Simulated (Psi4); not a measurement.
Single-point calculation, with input and output: C2H4O2 (charge −1) (part 1 of 2)

- system: C2H4O2, charge −1, multiplicity 2
- method: B3LYP/6-31G*, UKS (Psi4 1.11)

The geometry is that of the parent species in another charge or spin state. The geometry comes from this level: PBE0-D4/def2-TZVP.

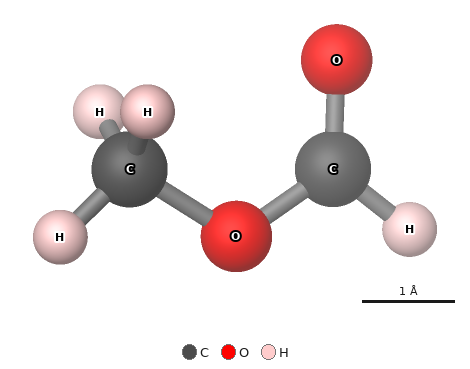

Fig. 1: The input geometry (ball-and-stick view, seen at a tilt). Bond lengths as drawn: C–H 1.09 to 1.10 Å and C–O 1.20 to 1.43 Å.

**The input (c2h4o2.inp)**
```
memory 1600 mb

molecule system {
  -1 2
  C      0.012500     1.014000    -0.113700
  O      0.065700    -0.091700     0.787600
  C      0.016500    -1.291800     0.216700
  O     -0.066200    -1.504700    -0.957200
  H     -0.916500     0.996100    -0.684900
  H      0.062500     1.905400     0.506600
  H      0.853900     0.981700    -0.806900
  H      0.064000    -2.066100     0.996100
  symmetry c1
}

set reference uks
set puream true
set e_convergence 1e-09
set d_convergence 1e-08
set scf_type pk
set dft_radial_points 99
set dft_spherical_points 590
set maxiter 200

E, wfn = energy('b3lyp/6-31G*', return_wfn=True)
oeprop(wfn, 'MULLIKEN_CHARGES', 'MAYER_INDICES', 'WIBERG_LOWDIN_INDICES')
```

Command:
```bash
psi4 -i c2h4o2.inp -o c2h4o2.out -n 1
```

**Log**
```
Psi4 1.11 release

   => Loading Basis Set <=

    Name: 6-31G*
    Role: ORBITAL
    Keyword: BASIS

         ---------------------------------------------------------
                                   SCF
                              UKS Reference
                        1 Threads,   1525 MiB Core
         ---------------------------------------------------------

  ==> Geometry <==

    Molecular point group: c1
    Full point group: C1

    Geometry (in Angstrom), charge = -1, multiplicity = 2:

       Center              X                  Y                   Z               Mass
    ------------   -----------------  -----------------  -----------------  -----------------
         C            0.005762330008     1.464450751548    -0.089279396088    12.000000000000
         O            0.058962330008     0.358750751548     0.812020603912    15.994914619570
         C            0.009762330008    -0.841349248452     0.241120603912    12.000000000000
         O           -0.072937669992    -1.054249248452    -0.932779396088    15.994914619570
         H           -0.923237669992     1.446550751548    -0.660479396088     1.007825032230
         H            0.055762330008     2.355850751548     0.531020603912     1.007825032230
         H            0.847162330008     1.432150751548    -0.782479396088     1.007825032230
         H            0.057262330008    -1.615649248452     1.020520603912     1.007825032230

  Running in c1 symmetry.

  Rotational constants: A =      0.67807  B =      0.23229  C =      0.17885 [cm^-1]
  Rotational constants: A =  20327.98553  B =   6964.00813  C =   5361.69468 [MHz]
  Nuclear repulsion =  122.958865102773274

  Charge       = -1
  Multiplicity = 2
  Electrons    = 33
  Nalpha       = 17
  Nbeta        = 16

  ==> Algorithm <==

  SCF Algorithm Type is PK.
  DIIS enabled.
  MOM disabled.
  Fractional occupation disabled.
  Guess Type is SAD.
  Energy threshold   = 1.00e-09
  Density threshold  = 1.00e-08
  Integral threshold = 1.00e-12

  ==> Primary Basis <==

  Basis Set: 6-31G*
    Blend: 6-31G*
    Number of shells: 32
    Number of basis functions: 64
    Number of Cartesian functions: 68
    Spherical Harmonics?: true
    Max angular momentum: 2

  ==> DFT Potential <==

   => LibXC <=

    Version 7.1.2

   => Composite Functional: B3LYP <=

    B3LYP Hyb-GGA Exchange-Correlation Functional

    Deriv               =              1
    GGA                 =           TRUE
    Meta                =          FALSE

    Exchange Hybrid     =           TRUE
    MP2 Hybrid          =          FALSE

   => Exchange Functionals <=

    0.0800   Slater exchange
    0.7200         Becke 88

   => Exact (HF) Exchange <=

    0.2000               HF

   => Correlation Functionals <=

    0.1900   Vosko, Wilk & Nusair (VWN5_RPA)
    0.8100   Lee, Yang & Parr

   => LibXC Density Thresholds  <==

    XC_HYB_GGA_XC_B3LYP:  1.00E-15

   => Molecular Quadrature <=

    Radial Scheme          =       TREUTLER
    Pruning Scheme         =           NONE
    Nuclear Scheme         =       TREUTLER

    Blocking Scheme        =         OCTREE
    BS radius alpha        =              1
    Pruning alpha          =              1
    Radial Points          =             99
    Spherical Points       =            590
    Total Points           =         440112
    Total Blocks           =           3164
    Max Points             =            256
    Max Functions          =             64
    Weights Tolerance      =       1.00E-15

  ==> Integral Setup <==

  Using in-core PK algorithm.
   Calculation information:
      Number of atoms:                   8
      Number of AO shells:              32
      Number of primitives:             76
      Number of atomic orbitals:        68
      Number of basis functions:        64

      Integral cutoff                 1.00e-12
      Number of threads:                 1

  Performing in-core PK
  Using 4328480 doubles for integral storage.
  We computed 136812 shell quartets total.
  Whereas there are 139656 unique shell quartets.

  ==> DiskJK: Disk-Based J/K Matrices <==

    J tasked:                  Yes
    K tasked:                  Yes
    wK tasked:                  No
    Memory [MiB]:              403
    Schwarz Cutoff:          1E-12

  Cached 100.0% of DFT collocation blocks in 0.724 [GiB].

  Minimum eigenvalue in the overlap matrix is 1.0604000222E-02.
  Reciprocal condition number of the overlap matrix is 2.2893805378E-03.
    Using symmetric orthogonalization.

  ==> Pre-Iterations <==

  SCF Guess: Superposition of Atomic Densities via on-the-fly atomic UHF (no occupation information).

   -------------------------
    Irrep   Nso     Nmo
   -------------------------
     A         64      64
   -------------------------
    Total      64      64
   -------------------------

  ==> Iterations <==

                        Total Energy        Delta E     RMS |[F,P]|

   @UKS iter SAD:  -228.55594481897270   -2.28556e+02   0.00000e+00
   @UKS iter   1:  -228.59064037865573   -3.46956e-02   1.33773e-02 ADIIS/DIIS
   @UKS iter   2:  -227.74971061996422    8.40930e-01   2.37112e-02 ADIIS/DIIS
   @UKS iter   3:  -228.89004144444070   -1.14033e+00   4.85692e-03 ADIIS/DIIS
   @UKS iter   4:  -228.93534545199202   -4.53040e-02   1.65643e-03 ADIIS/DIIS
   @UKS iter   5:  -228.93991928000591   -4.57383e-03   7.39454e-04 ADIIS/DIIS
   @UKS iter   6:  -228.94068617963123   -7.66900e-04   2.86044e-04 ADIIS/DIIS
   @UKS iter   7:  -228.94082381995898   -1.37640e-04   3.96675e-05 DIIS
   @UKS iter   8:  -228.94082942681828   -5.60686e-06   1.48338e-05 DIIS
   @UKS iter   9:  -228.94082998889138   -5.62073e-07   8.29385e-06 DIIS
   @UKS iter  10:  -228.94083012285409   -1.33963e-07   1.73954e-06 DIIS
   @UKS iter  11:  -228.94083013076562   -7.91152e-09   3.26082e-07 DIIS
   @UKS iter  12:  -228.94083013113075   -3.65134e-10   6.78192e-08 DIIS
   @UKS iter  13:  -228.94083013114818   -1.74225e-11   2.11813e-08 DIIS
   @UKS iter  14:  -228.94083013114883   -6.53699e-13   9.39302e-09 DIIS
  Energy and wave function converged.

  ==> Post-Iterations <==

   Electrons on quadrature grid:
      Nalpha   =   17.0000008449 ; deviation = 8.449e-07
      Nbeta    =   16.0000008040 ; deviation = 8.040e-07
      Ntotal   =   33.0000016489 ; deviation = 1.649e-06

   @Spin Contamination Metric:   3.118039192E-03
   @S^2 Expected:                7.500000000E-01
   @S^2 Observed:                7.531180392E-01
   @S   Expected:                5.000000000E-01
   @S   Observed:                5.000000000E-01

    Orbital Energies [Eh]
    ---------------------

    Alpha Occupied:

       1A    -18.910377     2A    -18.795600     3A    -10.022955
       4A     -9.941985     5A     -0.823135     6A     -0.710796
       7A     -0.502396     8A     -0.338312     9A     -0.267259
      10A     -0.250765    11A     -0.192759    12A     -0.164676
      13A     -0.131896    14A     -0.091188    15A     -0.037928
      16A      0.022160    17A      0.224614

    Alpha Virtual:

      18A      0.294726    19A      0.337939    20A      0.351186
      21A      0.362845    22A      0.398123    23A      0.548051
      24A      0.577074    25A      0.729569    26A      0.740041
      27A      0.798347    28A      0.801686    29A      0.861474
      30A      1.007818    31A      1.019340    32A      1.043010
      33A      1.064720    34A      1.113240    35A      1.141968
      36A      1.160089    37A      1.203795    38A      1.231573
      39A      1.307971    40A      1.355247    41A      1.410019
      42A      1.490846    43A      1.659169    44A      1.719449
      45A      1.823870    46A      1.855451    47A      1.942994
      48A      1.983056    49A      2.096434    50A      2.137288
      51A      2.192843    52A      2.266473    53A      2.292977
      54A      2.336280    55A      2.466209    56A      2.540955
      57A      2.547187    58A      2.663524    59A      2.771718
      60A      2.929492    61A      2.987689    62A      3.168786
      63A      3.244648    64A      3.368091

    Beta Occupied:

       1A    -18.908494     2A    -18.786649     3A    -10.022946
       4A     -9.932402     5A     -0.815704     6A     -0.695069
       7A     -0.499050     8A     -0.326548     9A     -0.263858
      10A     -0.244764    11A     -0.184824    12A     -0.156454
      13A     -0.100214    14A     -0.084581    15A      0.000015
      16A      0.029256

    Beta Virtual:

      17A      0.296238    18A      0.340360    19A      0.340544
      20A      0.353600    21A      0.381359    22A      0.406239
      23A      0.555556    24A      0.594664    25A      0.731261
      26A      0.745872    27A      0.802732    28A      0.841193
      29A      0.869758    30A      1.013157    31A      1.030407
      32A      1.046997    33A      1.068241    34A      1.125147
      35A      1.145044    36A      1.166686    37A      1.206972
      38A      1.249701    39A      1.331073    40A      1.360816
      41A      1.414370    42A      1.493495    43A      1.668273
      44A      1.738827    45A      1.827389    46A      1.882967
      47A      1.948050    48A      1.989160    49A      2.112422
      50A      2.155615    51A      2.200325    52A      2.268341
      53A      2.299365    54A      2.340678    55A      2.491358
      56A      2.553239    57A      2.557115    58A      2.687868
      59A      2.776870    60A      2.938511    61A      3.019734
      62A      3.172449    63A      3.253605    64A      3.375116

    Final Occupation by Irrep:
              A
    DOCC [    16 ]
    SOCC [     1 ]
    NA   [    17 ]
    NB   [    16 ]

  @UKS Final Energy:  -228.94083013114883

   => Energetics <=

    Nuclear Repulsion Energy =            122.9588651027732737
    One-Electron Energy =                -564.4868939630482600
    Two-Electron Energy =                 236.7933741441576103
    DFT Exchange-Correlation Energy =     -24.2061754150314847
    Empirical Dispersion Energy =           0.0000000000000000
    VV10 Nonlocal Energy =                  0.0000000000000000
    Total Energy =                       -228.9408301311488287

  UHF NO Occupations:
  HONO-2 :   15  A 1.9994095
  HONO-1 :   16  A 1.9993044
  HONO-0 :   17  A 1.0000000
  LUNO+0 :   18  A 0.0006956
  LUNO+1 :   19  A 0.0005905
  LUNO+2 :   20  A 0.0000893
  LUNO+3 :   21  A 0.0000763

Computation Completed

Properties will be evaluated at   0.000000,   0.000000,   0.000000 [a0]

Properties computed using the SCF density matrix

 Multipole Moments:

 ------------------------------------------------------------------------------------
     Multipole            Electronic (a.u.)      Nuclear  (a.u.)        Total (a.u.)
 ------------------------------------------------------------------------------------

 L = 1.  Multiply by 2.5417464519 to convert [e a0] to [Debye]
 Dipole X            :          0.0034929            0.0345717            0.0380646
 Dipole Y            :         -2.0532542            3.3892693            1.3360151
 Dipole Z            :          0.2916012            0.1012125            0.3928136
 Magnitude           :                                                    1.3930857
```
